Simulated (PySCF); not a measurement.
**C4H8S, SMILES `C=C(C)SC`: what the electrons do**

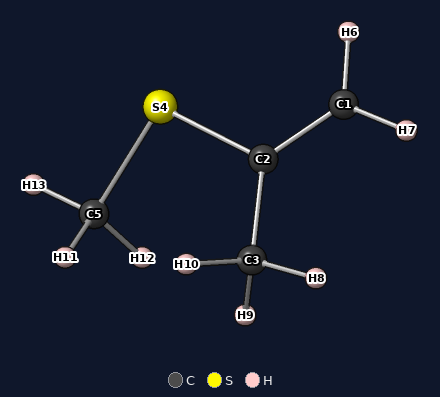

The molecule, with its atoms numbered as below. No frequency check shows the geometry to be a minimum.

Geometry (Å), atoms numbered from 1:

```
C1       1.9185    0.7531   -0.2271
C2       0.8525   -0.0036   -0.0058
C3       0.8981   -1.4878    0.1472
S4      -0.7180    0.8040    0.2062
C5      -1.9185   -0.4778   -0.2716
H6       1.8394    1.8207   -0.3275
H7       2.9036    0.3258   -0.2994
H8       1.9320   -1.8250    0.1387
H9       0.3686   -1.9838   -0.6660
H10      0.4397   -1.7898    1.0884
H11     -1.8925   -1.3073    0.4282
H12     -1.7155   -0.8123   -1.2845
H13     -2.8898    0.0051   -0.2322
```

### 1. Bonding charge

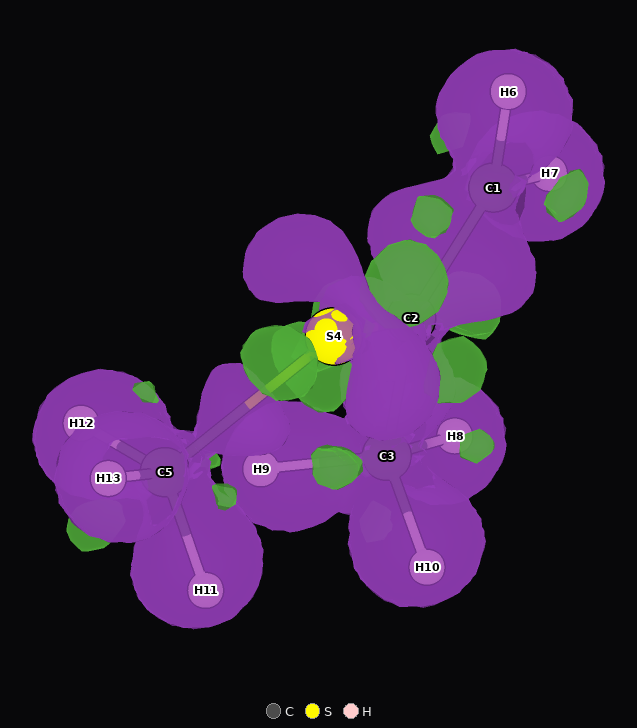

Deformation density (molecule less spherical, spin-averaged free atoms at the same positions), surfaces at ±0.1 e/Å³; purple: gain, green: loss.

PySCF calculation, ωB97X/def2-SVPD, gas phase; geometry: GFN2-xTB.

How much density has each bond gained at its critical point, relative to the free atoms?

Answer. The five largest and four smallest: C1–H6: +0.73 e/Å³ at the bond critical point (bond length 1.07 Å). C5–H11: +0.72 e/Å³ at the bond critical point (bond length 1.09 Å). C5–H12: +0.72 e/Å³ at the bond critical point (bond length 1.09 Å). C1–H7: +0.72 e/Å³ at the bond critical point (bond length 1.08 Å). C5–H13: +0.72 e/Å³ at the bond critical point (bond length 1.08 Å). C3–H9: +0.68 e/Å³ at the bond critical point (bond length 1.09 Å). C2–C3: +0.49 e/Å³ at the bond critical point (bond length 1.49 Å). C2–S4: +0.32 e/Å³ at the bond critical point (bond length 1.78 Å). S4–C5: +0.27 e/Å³ at the bond critical point (bond length 1.82 Å). In all, 3.0 electrons gather in the regions of gain relative to the promolecule.

Where do the Hirshfeld charges lie?

Answer. The highest Hirshfeld charge is on H13 (+0.06 e), the lowest on C1 (−0.13 e).

### 2. Bond critical points

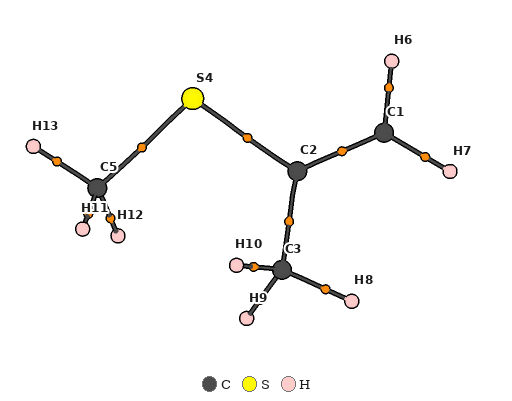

Molecular graph of the electron density (QTAIM): bond paths, bond critical points (orange), ring points (yellow, if any); weak paths are dashed.

How many critical points of each kind are there, and does the count close?

Answer. 13 nuclei, 12 bond, 0 ring and 0 cage critical points: 13 − 12 + 0 − 0 = 1, as the Poincaré–Hopf relation requires.

Give the properties at the bond critical points.

Answer.
```json
{"bond": "C1–C2", "length (Å)": "1.326", "ρ (a.u.)": "0.343", "∇²ρ (a.u.)": "−0.91", "ε": "0.43", "H (a.u.)": "−0.370"}
{"bond": "C1–H6", "length (Å)": "1.075", "ρ (a.u.)": "0.285", "∇²ρ (a.u.)": "−1.09", "ε": "0.02", "H (a.u.)": "−0.315"}
{"bond": "C1–H7", "length (Å)": "1.076", "ρ (a.u.)": "0.283", "∇²ρ (a.u.)": "−1.07", "ε": "0.02", "H (a.u.)": "−0.311"}
{"bond": "C5–H11", "length (Å)": "1.086", "ρ (a.u.)": "0.281", "∇²ρ (a.u.)": "−1.06", "ε": "0.02", "H (a.u.)": "−0.307"}
{"bond": "C5–H12", "length (Å)": "1.086", "ρ (a.u.)": "0.281", "∇²ρ (a.u.)": "−1.06", "ε": "0.01", "H (a.u.)": "−0.306"}
{"bond": "C5–H13", "length (Å)": "1.085", "ρ (a.u.)": "0.280", "∇²ρ (a.u.)": "−1.06", "ε": "0.01", "H (a.u.)": "−0.307"}
{"bond": "C3–H8", "length (Å)": "1.088", "ρ (a.u.)": "0.278", "∇²ρ (a.u.)": "−1.02", "ε": "0.01", "H (a.u.)": "−0.301"}
{"bond": "C3–H10", "length (Å)": "1.090", "ρ (a.u.)": "0.276", "∇²ρ (a.u.)": "−1.01", "ε": "0.01", "H (a.u.)": "−0.297"}
{"bond": "C3–H9", "length (Å)": "1.090", "ρ (a.u.)": "0.276", "∇²ρ (a.u.)": "−1.00", "ε": "0.01", "H (a.u.)": "−0.296"}
{"bond": "C2–C3", "length (Å)": "1.493", "ρ (a.u.)": "0.258", "∇²ρ (a.u.)": "−0.62", "ε": "0.03", "H (a.u.)": "−0.215"}
{"bond": "C2–S4", "length (Å)": "1.779", "ρ (a.u.)": "0.197", "∇²ρ (a.u.)": "−0.41", "ε": "0.14", "H (a.u.)": "−0.153"}
{"bond": "S4–C5", "length (Å)": "1.820", "ρ (a.u.)": "0.181", "∇²ρ (a.u.)": "−0.33", "ε": "0.08", "H (a.u.)": "−0.128"}
```

What kind of interaction is C1–H6?

Answer. Shared-shell (covalent): ρ = 0.285, ∇²ρ = −1.09, H = −0.315 a.u.

### 3. Local ionisation energy

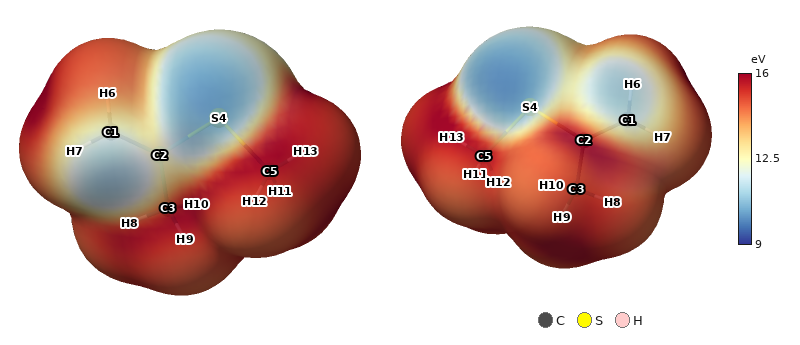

Average local ionisation energy on the surface of electron density 0.001 a.u. (back view left, front view right).

Locate the minima of the map.

Answer. The lowest value is 10.0 eV, 2.3 Å from S4. Further minima include 10.2 eV, 2.3 Å from S4; 10.8 eV, over C1, off the plane of its three bonds (2.1 Å); 14.4 eV, 1.3 Å from H10. For comparison, the highest occupied orbital lies at −8.4 eV.

### 4. In an electric field

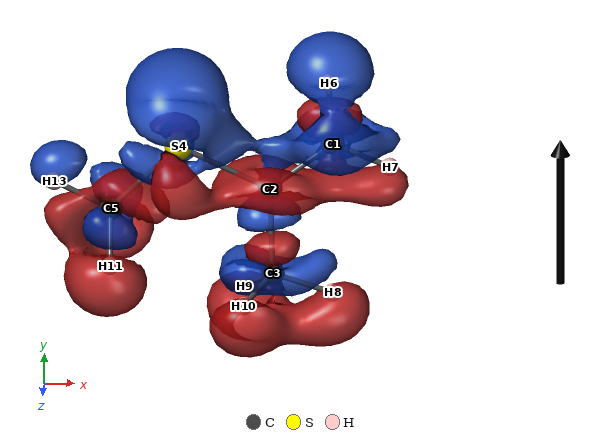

Change of the electron density in a uniform field of 0.10 V/Å along +y (arrow), surfaces at ±0.0008 e/Å³ (red: gain, blue: loss).

Method: PBE0/def2-SVPD; geometry: GFN2-xTB; program: PySCF.

How large is the response?

Answer. The induced dipole is 0.36 D (along the field); α along this axis, from the fields in both directions, is 71 bohr³ (10.5 Å³).

Which atoms gain and lose the most charge?

Answer. Electrons gather most on H11 (Hirshfeld charge changes by −0.003 e) and leave S4 most (+0.009 e); 0.033 electrons are displaced in all.

### 5. Localised orbitals

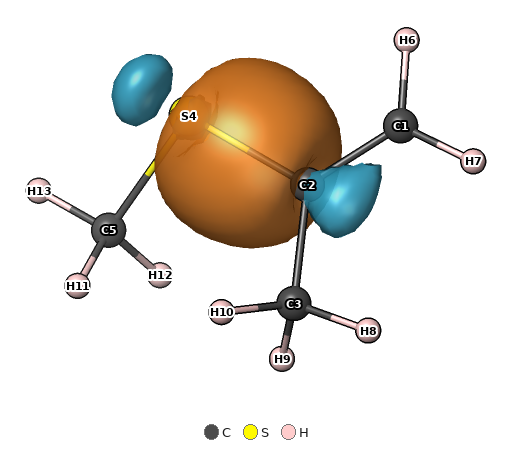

Intrinsic bond orbitals (IBO), occupied; each surface holds about 85 % of the orbital's density. Energies are diagonal elements of the Fock matrix.

Method: B3LYP/def2-TZVP; geometry: GFN2-xTB; program: PySCF.

What does this orbital represent?

Answer. σ bond C2–S4 (C2 50 %, S4 49 %; −14.7 eV).
